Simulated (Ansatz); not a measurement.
# Screening in VBiO4 (I4_1/a)

How strongly does VBiO4 (I4_1/a) screen? Routes: perturbation theory, a sum over states and the RPA step of G0W0.

Calculated with Ansatz 0.2.0; linear response on PBE, plane waves, PAW.

### 1. Starting point

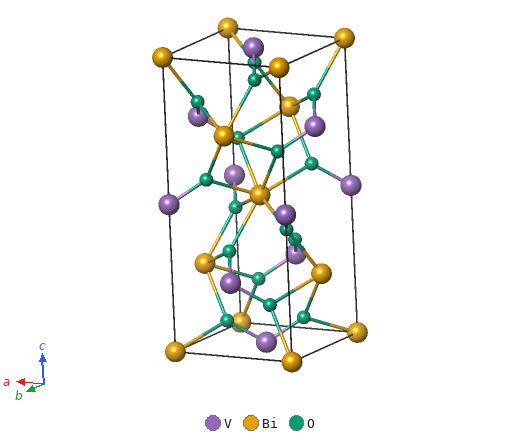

The cell as given, from a free direction (vanadium purple, bismuth orange, oxygen teal). This picture shows the conventional cell, with its axes. Some periodic images of atoms are drawn too.

Structure file:

```cif
data_structure
_symmetry_space_group_name_H-M 'P 1'
_symmetry_Int_Tables_number 1
_cell_length_a 6.8346
_cell_length_b 6.8346
_cell_length_c 6.8346
_cell_angle_alpha 135.986
_cell_angle_beta 135.986
_cell_angle_gamma 64.001
_cell_volume 152.07
loop_
_atom_site_label
_atom_site_type_symbol
_atom_site_fract_x
_atom_site_fract_y
_atom_site_fract_z
_atom_site_occupancy
V1 V 0.50000 0.50000 0.00000 1
V2 V 0.25000 0.75000 0.50000 1
Bi3 Bi 0.00000 0.00000 0.00000 1
Bi4 Bi 0.75000 0.25000 0.50000 1
O5 O 0.17085 0.56190 0.89101 1
O6 O 0.31190 0.92090 0.89105 1
O7 O 0.02984 0.42085 0.10895 1
O8 O 0.67090 0.27984 0.10899 1
O9 O 0.07910 0.97016 0.39101 1
O10 O 0.72016 0.82915 0.39105 1
O11 O 0.57915 0.68810 0.60899 1
O12 O 0.43810 0.32910 0.60895 1
```

The cell and positions are those that the Materials Project relaxed with its own functionals (PBE, PBE+U or r2SCAN), kept fixed. Spin-orbit coupling is left out unless a step names it.

### 2. Response to a homogeneous field

The response to a uniform field gives ε∞, a yardstick for the screening that GW builds on its mesh.

This step: dielectric response by perturbation theory, PBE, plane waves, PAW; PAW set soft_1.

input.yaml

```yaml
crystal:
  lattice:
    - [-2.56105292, 2.56105292, 5.7960647]
    - [2.56105292, -2.56105292, 5.7960647]
    - [2.56105292, 2.56105292, -5.7960647]
  atoms:
    - { symbol: V, position: [0.5, 0.5, 0.0] }
    - { symbol: V, position: [0.25, 0.75, 0.5] }
    - { symbol: Bi, position: [0.0, 0.0, 0.0] }
    - { symbol: Bi, position: [0.75, 0.25, 0.5] }
    - { symbol: O, position: [0.17085109, 0.56190276, 0.89100626] }
    - { symbol: O, position: [0.31190276, 0.9208965, 0.89105167] }
    - { symbol: O, position: [0.02984483, 0.42085109, 0.10894833] }
    - { symbol: O, position: [0.6708965, 0.27984483, 0.10899374] }
    - { symbol: O, position: [0.0791035, 0.97015517, 0.39100626] }
    - { symbol: O, position: [0.72015517, 0.82914891, 0.39105167] }
    - { symbol: O, position: [0.57914891, 0.68809724, 0.60899374] }
    - { symbol: O, position: [0.43809724, 0.3291035, 0.60894833] }
kpoints:
  mp_grid: { grid: [6, 6, 6] }
hamiltonian:
  xc: pbe
  pseudopotentials: { kind: paw, azcp: { folder: soft_1 } }
scf:
  occupations: { method: fixed }
dielectric: {}
```

On the command line:

```
$ ansatz run input.yaml --threads 2 --pin off --max-ram 92160MiB --backend cuda --events-out ev --progress --plain --runs-dir out --devices 1 --max-vram 13GiB
```

Numbers of over 12 decimals in the logs are rounded to 6 here.

Log:

```text
GPUs: using 1 of 1 available (devices: 1).
Engine: ansatz 0.2.0, x86_64-unknown-linux-gnu
Pseudopotentials: kind: paw
Pseudopotential: V, paw, valence charge 13, recommended cutoff 420 eV (normal), soft_1/V.paw.azcp
Pseudopotential: Bi, paw, valence charge 15, recommended cutoff 420 eV (normal), soft_1/Bi.paw.azcp
Pseudopotential: O, paw, valence charge 6, recommended cutoff 420 eV (normal), soft_1/O.paw.azcp
Functional definition: PBE
  parameter kappa = 0.804
  parameter beta = 0.066725
  exchange = pbe_x(kappa = kappa, mu = beta*pi^2/3)
  correlation = pbe_c(beta = beta)
device memory: the entry about to start is reckoned to put 3.7 GiB on a device that reports 53.4 GiB free (of which the cap on the GPU budget leaves the run 13.0 GiB)
GPU FFT provider: cuFFT
GPU libraries: cuBLAS 13.8.2, cuFFT 12.4.0, cuSOLVER 12.3.4
Crystal: 12 atoms, lattice volume = 152.065 Å³
Basis set: ecut = 420 eV, 2995 PW (Γ), exchange–correlation on 96×96×96 points (8 copies of the dense FFT grid, shifted against one another)
Bands: 64, of which v1, the nominal top of the filled ones, is band 52 counted from 1 (51 counted from 0)
Symmetry: 8 space group operations
k-points: 112 of 216 (irreducible under 1 space group operation, time reversal used)
Non-local potential: V, projectors of the file, l = 0: 3, l = 1: 2, l = 2: 3, l = 3: 1
Non-local potential: Bi, projectors of the file, l = 0: 2, l = 1: 2, l = 2: 2, l = 3: 1
Non-local potential: O, projectors of the file, l = 0: 2, l = 1: 2, l = 2: 1
PAW form: soft (Blöchl's): semilocal exchange-correlation on the pseudo side does not see the compensation charge
PAW one-centre angular grid: V, 590 points (default); XC on 64 Gauss nodes
PAW one-centre angular grid: Bi, 590 points (default); XC on 64 Gauss nodes
PAW one-centre angular grid: O, 110 points (default); XC on 64 Gauss nodes
Initial density: superposition of atomic densities (chi_scale 0.1, normalization cell, long waves kept (reshape's long-wave potential 0.01 eV rms))
Initial wavefunctions: pseudopotential atomic-orbital guess
GPU buffer pool allocated for 110592 grid points (all kernels)
GPU transforms: local potential and band sums: pruned to the plane-wave sphere, on 45×45×45
Functional: x = pbe(κ = 0.804, μ = 0.219515), c = pbe(β = 0.066725)
SCF iter   1: F=—  HF=-35169.242966 eV  |F-HF|=—  |Δ(HF+E_count)|=         —  Δρ=7.91e-2  dr2=1.67e1  ethr=3.10e-3  ⟨swp⟩=4.0  Hψ=20825  notcnv=0  defer=890
preconditioner: auto → Resta (q_TF=auto, 2.561 Å⁻¹)  ε∞=5.5  [insulator: Δε(μ)=1.298 eV  Ē_g=13.341 eV  n_scr=36 (ndim 8)  ℏωp=28.2 eV  f_vac=0.000  ε∞_Penn≈5.5]
SCF iter   2: F=—  HF=-35167.742895 eV  |F-HF|=—  |Δ(HF+E_count)|=    1.50e0  Δρ=7.34e-2  dr2=8.05e0  ethr=3.10e-3  ⟨swp⟩=3.0  Hψ=16603  notcnv=0  defer=1038
SCF iter   3: F=—  HF=-35166.700606 eV  |F-HF|=—  |Δ(HF+E_count)|=    1.04e0  Δρ=3.51e-2  dr2=2.36e0  ethr=3.10e-3  ⟨swp⟩=2.8  Hψ=13467  notcnv=0  defer=1011
SCF iter   4: F=—  HF=-35166.498085 eV  |F-HF|=—  |Δ(HF+E_count)|=   2.03e-1  Δρ=1.46e-2  dr2=4.06e-1  ethr=2.27e-3  ⟨swp⟩=2.0  Hψ=8533  notcnv=0  defer=1068
SCF iter   5: F=—  HF=-35166.488732 eV  |F-HF|=—  |Δ(HF+E_count)|=   9.35e-3  Δρ=4.18e-3  dr2=2.90e-2  ethr=3.91e-4  ⟨swp⟩=2.0  Hψ=9076  notcnv=0  defer=1107
SCF iter   6: F=—  HF=-35166.497844 eV  |F-HF|=—  |Δ(HF+E_count)|=   9.11e-3  Δρ=7.44e-4  dr2=1.17e-3  ethr=2.79e-5  ⟨swp⟩=2.0  Hψ=9238  notcnv=0  defer=1120
SCF iter   7: F=—  HF=-35166.498762 eV  |F-HF|=—  |Δ(HF+E_count)|=   9.18e-4  Δρ=2.32e-4  dr2=1.13e-4  ethr=1.12e-6  ⟨swp⟩=2.0  Hψ=10267  notcnv=0  defer=1116
SCF iter   8: F=—  HF=-35166.498947 eV  |F-HF|=—  |Δ(HF+E_count)|=   1.85e-4  Δρ=7.64e-5  dr2=1.10e-5  ethr=1.08e-7  ⟨swp⟩=2.0  Hψ=9201  notcnv=0  defer=832
SCF iter   9: F=—  HF=-35166.499470 eV  |F-HF|=—  |Δ(HF+E_count)|=   5.23e-4  Δρ=1.66e-5  dr2=5.06e-7  ethr=1.06e-8  ⟨swp⟩=2.0  Hψ=8790  notcnv=0  defer=826
SCF iter  10: F=—  HF=-35166.499470 eV  |F-HF|=—  |Δ(HF+E_count)|=   2.34e-7  Δρ=4.25e-6  dr2=3.31e-8  ethr=4.86e-10  ⟨swp⟩=2.0  Hψ=9239  notcnv=0  defer=826
SCF iter  11: F=—  HF=-35166.499470 eV  |F-HF|=—  |Δ(HF+E_count)|=   3.23e-9  Δρ=6.54e-7  dr2=5.89e-10  ethr=3.18e-11  ⟨swp⟩=2.0  Hψ=9088  notcnv=0  defer=826
SCF iter  12: F=-35166.499470 eV  HF=-35166.499470 eV  |F-HF|=7.28e-12  |Δ(HF+E_count)|=  3.57e-10  Δρ=1.90e-7  dr2=4.88e-11  ethr=1.00e-12  ⟨swp⟩=9.1  Hψ=28831  notcnv=0
SCF 1 converged in 12 iterations: F = -35166.499470 eV  dr2 = 4.88e-11
  greatest PAW one-centre occupation: 1.000 electrons in one spin orbital (limit 2), on the V atom at site 1 (counted from 0), in its partial waves of l = 0
the response reads at least the filled bands of the reference SCF and the lowest empty band at each k-point, and that SCF's band table does not vouch for those bands. The notice of the band table in this run's record says why
device memory: the entry about to start is reckoned to put 1.3 GiB on a device that reports 49.8 GiB free (of which the cap on the GPU budget leaves the run 12.7 GiB)
NSCF: frozen V_eff on 1 k-points
device memory: the entry about to start is reckoned to put 1.3 GiB on a device that reports 49.9 GiB free (of which the cap on the GPU budget leaves the run 12.7 GiB)
NSCF: frozen V_eff on 1 k-points
device memory: the entry about to start is reckoned to put 1.3 GiB on a device that reports 47.8 GiB free (of which the cap on the GPU budget leaves the run 12.7 GiB)
NSCF: frozen V_eff on 1 k-points
device memory: the entry about to start is reckoned to put 1.3 GiB on a device that reports 47.8 GiB free (of which the cap on the GPU budget leaves the run 12.7 GiB)
NSCF: frozen V_eff on 1 k-points
device memory: the entry about to start is reckoned to put 0.1 GiB (of the 0.5 GiB reckoned in all, the device holds 0.4 GiB already) on a device that reports 48.2 GiB free (of which the cap on the GPU budget leaves the run 12.7 GiB)
device memory: the entry about to start is reckoned to put 3.8 GiB (of the 4.2 GiB reckoned in all, the device holds 0.4 GiB already) on a device that reports 46.7 GiB free (of which the cap on the GPU budget leaves the run 12.7 GiB)
DFPT response loops at Γ: preconditioner auto → Resta (q_TF=auto, 2.561 Å⁻¹)  ε∞=5.3 (no band partly filled); β = 1.00, the filter's whole step (`scf.mixing.beta` (0.50) is not read by the response loops at its default; to damp them type it under 1.00, their step now; it binds the ground state too); Broyden in place of MSR1
── the response to a field inside a basis, on 6×6×6 k-points: an SCF that follows is theirs, and a resumed run solves both again ──
device memory: the entry about to start is reckoned to put 0.6 GiB on a device that reports 45.6 GiB free (of which the cap on the GPU budget leaves the run 12.7 GiB)
GPU FFT provider: cuFFT
GPU libraries: cuBLAS 13.8.2, cuFFT 12.4.0, cuSOLVER 12.3.4
Bands: 53, of which v1, the nominal top of the filled ones, is band 52 counted from 1 (51 counted from 0)
k-points: 35 of 216
Initial density: handed on by an earlier stage of this run
Initial wavefunctions: pseudopotential atomic-orbital guess (no wavefunctions were taken with the density)
GPU buffer pool allocated for 110592 grid points (all kernels)
GPU transforms: band sums: pruned to the plane-wave sphere, on 45×45×45
Eigensolver: Dense (35 Hₖ)
SCF iter   1: F=—  HF=-35166.084133 eV  |F-HF|=—  |Δ(HF+E_count)|=         —  Δρ=5.70e-4  dr2=1.55e-4  ethr=1.00e-1
preconditioner: auto → Resta (q_TF=auto, 2.561 Å⁻¹)  ε∞=6.2  [insulator: Δε(μ)=2.131 eV  Ē_g=12.350 eV  n_scr=36 (ndim 8)  ℏωp=28.2 eV  f_vac=0.028  ε∞_Penn≈6.2]
SCF iter   2: F=—  HF=-35166.084217 eV  |F-HF|=—  |Δ(HF+E_count)|=   8.48e-5  Δρ=3.12e-4  dr2=5.50e-5  ethr=1.49e-7
SCF iter   3: F=—  HF=-35166.084261 eV  |F-HF|=—  |Δ(HF+E_count)|=   4.36e-5  Δρ=8.64e-5  dr2=1.30e-5  ethr=5.29e-8
SCF iter   4: F=—  HF=-35166.084262 eV  |F-HF|=—  |Δ(HF+E_count)|=   1.14e-6  Δρ=9.00e-5  dr2=1.42e-5  ethr=1.25e-8
SCF iter   5: F=—  HF=-35166.084261 eV  |F-HF|=—  |Δ(HF+E_count)|=   8.61e-7  Δρ=3.85e-5  dr2=2.78e-6  ethr=1.25e-8
SCF iter   6: F=-35166.084261 eV  HF=-35166.084261 eV  |F-HF|=3.25e-9  |Δ(HF+E_count)|=   4.28e-8  Δρ=6.12e-6  dr2=7.26e-8  ethr=2.67e-9
SCF 1 converged in 6 iterations: F = -35166.084261 eV  dr2 = 7.26e-8
device memory: the entry about to start is reckoned to put 0.1 GiB (of the 0.2 GiB reckoned in all, the device holds 0.1 GiB already) on a device that reports 44.7 GiB free (of which the cap on the GPU budget leaves the run 12.5 GiB)
device memory: the entry about to start is reckoned to put 2.9 GiB on a device that reports 44.5 GiB free (of which the cap on the GPU budget leaves the run 12.4 GiB)
DFPT response loops at Γ: mixed as the last ones told, above
SCF converged after 12 iterations
Free energy (F): -35166.499470 eV
Harris-Foulkes:  -35166.499470 eV  (|F-HF|=7.28e-12)
Internal energy: -35166.499470 eV  (E = F + TS)
E sigma→0 (E₀):  -35166.499470 eV
Fermi energy:    8.902357 eV
--- Per-component energies (eV) ---
  E_band       = -668.446780
  E_kinetic    = 2434.348390
  E_local      = -7668.910361  (includes V_loc(G=0)·N_el)
  E_nonlocal   = 1393.957909
  E_hartree    = 2898.153113
  E_xc         = -1109.833319
  E_vxc        = -1287.631136  (∫ρ·V_xc dr)
  E_paw        = -24863.630916  (= ΣΔE_a)
  E_vpaw       = -1336.526123  (= ΣTr[D̂ρ^β])
  E_aug_tail   = 0.008582  (compensation charges beyond the density's cutoff)
  E_ewald      = -8250.592868
  E_smearing   = -0.000000  (= −TS)
  E_closure    = 0.000000  (closes the sum)
  Σ components = -35166.499470   (vs F -35166.499470, Δ=0.00e0)
--- Band table (eV; the first three rows and the last of 112) ---
  k-point 0: bands = [... 48 lower, 7.8973, 8.1674, 8.1674, 8.3825, 11.2351, 11.6957, 11.9458, 12.2140, ... 8 higher]
  k-point 1: bands = [... 48 lower, 7.9287, 8.0670, 8.2315, 8.4142, 11.2993, 11.6398, 11.7685, 11.8662, ... 8 higher]
  k-point 2: bands = [... 48 lower, 7.7775, 7.9784, 8.1993, 8.9024, 11.3292, 11.5808, 11.5874, 11.9879, ... 8 higher]
  k-point 111: bands = [... 48 lower, 7.8879, 7.8879, 8.1048, 8.1048, 11.7742, 11.7742, 11.8535, 11.8535, ... 8 higher]
--- Dielectric response (ions clamped): 3 representative field directions + reference, inside a basis on a mesh of 216 k-points (Σ response iterations 18) ---
  ε∞ (high-frequency dielectric tensor):
        7.520131    -0.000000     0.000000
       -0.000000     7.520131     0.000000
        0.000000     0.000000     6.307786
  Born effective charges Z* (e; rows j = field, columns β = displacement):
    site 0:
         5.57781    0.00004   -0.00000
        -0.00004    5.57781    0.00000
         0.00000   -0.00000    3.91888
    site 1:
         5.57781    0.00004   -0.00000
        -0.00004    5.57781    0.00000
         0.00000   -0.00000    3.91888
    site 2:
         5.80819   -0.11690   -0.00000
         0.11690    5.80819    0.00000
         0.00000   -0.00000    5.83565
    site 3:
         5.80819   -0.11690   -0.00000
         0.11690    5.80819    0.00000
         0.00000   -0.00000    5.83565
    site 4:
        -2.33053    1.56974    0.20803
         1.51131   -3.36248   -1.42922
         0.21252   -1.16725   -2.43863
    site 5:
        -3.36248   -1.51131    1.42922
        -1.56974   -2.33053    0.20803
         1.16725    0.21252   -2.43863
    site 6:
        -3.36248   -1.51131   -1.42922
        -1.56974   -2.33053   -0.20803
        -1.16725   -0.21252   -2.43863
    site 7:
        -2.33053    1.56974   -0.20803
         1.51131   -3.36248    1.42922
        -0.21252    1.16725   -2.43863
    site 8:
        -2.33053    1.56974   -0.20803
         1.51131   -3.36248    1.42922
        -0.21252    1.16725   -2.43863
    site 9:
        -3.36248   -1.51131   -1.42922
        -1.56974   -2.33053   -0.20803
        -1.16725   -0.21252   -2.43863
    site 10:
        -2.33053    1.56974    0.20803
         1.51131   -3.36248   -1.42922
         0.21252   -1.16725   -2.43863
    site 11:
        -3.36248   -1.51131    1.42922
        -1.56974   -2.33053    0.20803
         1.16725    0.21252   -2.43863
  Z* charge neutrality: 2.200e-2 e pre-enforcement
  solved inside a basis spanned on kpoints, on 6×6×6 k-points, its susceptibility summed on 8×8×12: ε∞ is read to err by 4.1e-2, Z* by 2.4e-2 e (field_mesh: kpoints solves on kpoints); Z* is corrected for what the basis lacks
```

Wall time 3.6 min (1 × NVIDIA H100 80GB HBM3 (shared by 6 runs) with 2 threads of AMD EPYC 7R13 (Zen 3), shared host); peak memory 4.4 GiB.

Reading the cycles: dr2 is the Hartree energy of the density residual (eV), the measure of convergence; HF is the Harris–Foulkes estimate of the energy, which meets the free energy F at convergence.

Numbers from this step:

* stated error of ε∞: 0.041

One over ε∞ averages 0.14, under the quarter of exact exchange in PBE0, which by this rule of thumb may open the gap too far.

High-frequency dielectric tensor:

```
7.52 0.00 0.00
0.00 7.52 0.00
0.00 0.00 6.31
```

Born effective charge (e), principal values of the symmetric part by kind of site:

| atom | atoms with these values | low | middle | high | mean |
| --- | --- | --- | --- | --- | --- |
| V1 | 2 | 3.92 | 5.58 | 5.58 | 5.02 |
| Bi3 | 2 | 5.81 | 5.81 | 5.84 | 5.82 |
| O5 | 8 | -5.03 | -2.19 | -0.92 | -2.71 |

In full for V1:

```
5.58 0.00 0.00
0.00 5.58 0.00
0.00 0.00 3.92
```

### 3. Independent-particle spectrum

The independent-particle spectrum shows where the oscillator strength lies, before excitons and local fields.

This step: independent-particle optics on PBE, plane waves, PAW; PAW set soft_1.

input.yaml: that of step 2 with these lines changed.

```diff
@@ -25,2 +25,4 @@
   occupations: { method: fixed }
-dielectric: {}
+  n_extra_bands: 104
+output:
+  optics: { e_range: [0, 25], de: 0.1, sigma: 0.2 }
```

Log:

```text
[...]
GPUs: using 1 of 1 available (devices: 1).
[...]
GPU FFT provider: cuFFT
GPU libraries: cuBLAS 13.8.2, cuFFT 12.4.0, cuSOLVER 12.3.4
Crystal: 12 atoms, lattice volume = 152.065 Å³
Basis set: ecut = 420 eV, 2995 PW (Γ)
Bands: 156, of which v1, the nominal top of the filled ones, is band 52 counted from 1 (51 counted from 0)
Symmetry: 8 space group operations
[...]
k-points: 36 of 216
[...]
GPU buffer pool allocated for 110592 grid points (all kernels)
[...]
SCF iter   1: F=—  HF=-35169.247517 eV  |F-HF|=—  |Δ(HF+E_count)|=         —  Δρ=7.91e-2  dr2=1.67e1  ethr=3.10e-3  ⟨swp⟩=4.2  Hψ=18336  notcnv=0  defer=3590
[...]
SCF iter  13: F=-35166.499628 eV  HF=-35166.499628 eV  |F-HF|=0.00e0  |Δ(HF+E_count)|=    0.00e0  Δρ=3.55e-8  dr2=2.15e-12  ethr=1.00e-12  ⟨swp⟩=12.4  Hψ=40626  notcnv=0
SCF 1 converged in 13 iterations: F = -35166.499628 eV  dr2 = 2.15e-12
[...]
Optics k sum: 0 of 36 k-points
Optics k sum: 2 of 36 k-points
[...]
Optics k sum: 36 of 36 k-points
[...]
SCF converged after 13 iterations
Free energy (F): -35166.499628 eV
[...]
Internal energy: -35166.499628 eV  (E = F + TS)
E sigma→0 (E₀):  -35166.499628 eV
Fermi energy:    8.902363 eV
[...]
--- Band table (eV; the first three rows and the last of 36) ---
  k-point 0: bands = [... 48 lower, 7.8973, 8.1675, 8.1675, 8.3825, 11.2351, 11.6957, 11.9458, 12.2140, ... 100 higher]
  k-point 1: bands = [... 48 lower, 7.9287, 8.0670, 8.2315, 8.4142, 11.2993, 11.6398, 11.7685, 11.8662, ... 100 higher]
  k-point 2: bands = [... 48 lower, 7.7775, 7.9784, 8.1993, 8.9024, 11.3292, 11.5809, 11.5874, 11.9879, ... 100 higher]
  k-point 35: bands = [... 48 lower, 7.8879, 7.8879, 8.1048, 8.1048, 11.7742, 11.7742, 11.8535, 11.8535, ... 100 higher]
```

Wall time 2 min (1 × NVIDIA H100 80GB HBM3 (shared by 6 runs) with 2 threads); peak memory 3.3 GiB.

Numbers from this step:

```
ε∞ without local fields (xx, yy, zz)                                   : 8.230, 8.230, 7.001
electrons in the f-sum (xx, yy, zz)                                    : 77.14, 77.14, 77.08
bands in the explicit sum (the static value is completed to all bands) : 156
```

The sum gives ε∞ = 8.23 and 7.00 without local fields.

The ε₂ has structure finer than the step of the table below, so its rows give means over 1 eV, whole bins alone (the curve runs from 0 to 25 eV). Peaks (eV: height): xx=yy 2.4: 6.89, 6.4: 10.0, 14.6: 2.36; zz 3.2: 7.05, 6.1: 9.96, 7.1: 10.9, 16.3: 2.65.

Independent particles, no local fields, Gaussian width 0.2 eV. ε₂ against photon energy; means over each step:

| photon energy (eV) | xx=yy | zz |
| --- | --- | --- |
| 1 | 0 | 0 |
| 2 | 2.40 | 0.0298 |
| 3 | 4.98 | 4.16 |
| 4 | 7.13 | 6.02 |
| 5 | 8.58 | 5.61 |
| 6 | 9.69 | 8.82 |
| 7 | 7.88 | 9.05 |
| 8 | 3.81 | 5.54 |
| 9 | 1.98 | 3.09 |
| 10 | 1.31 | 1.47 |
| 11 | 0.965 | 0.939 |
| 12 | 1.25 | 1.28 |
| 13 | 1.29 | 1.15 |
| 14 | 2.14 | 1.49 |
| 15 | 2.14 | 1.63 |
| 16 | 1.81 | 2.19 |
| 17 | 1.38 | 1.79 |
| 18 | 1.27 | 1.28 |
| 19 | 1.32 | 1.14 |
| 20 | 0.992 | 0.815 |
| 21 | 0.689 | 0.606 |
| 22 | 0.600 | 0.585 |
| 23 | 0.573 | 0.576 |
| 24 | 0.548 | 0.594 |

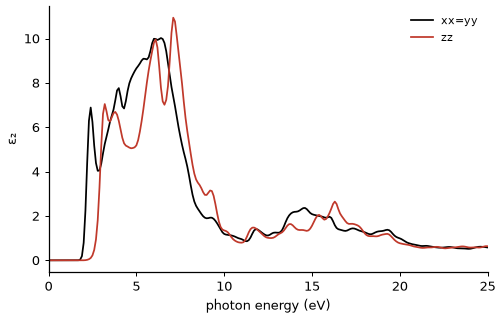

ε₂ against photon energy.

(Continued in part 2 of 2.)

[Paths, hosts, dates, memory and timing lines, banners, echoed tables and standing remarks are left out of the program output.]

[Logs are printed without paths, hosts, clocks, repeated set-up lines and the standing remarks that a program may print on its own settings, such as how far it seeks lower states.]

[Runs of the session that timed out or met a known fault of the program may be left out.]

[Cells called generated may have been cut or substituted from an entry of the Crystallography Open Database or the Materials Project.]

[Hosts, paths, dates, database ids (printed as entryN), source tags and the programs' standing remarks are cut or masked in the printed files.]
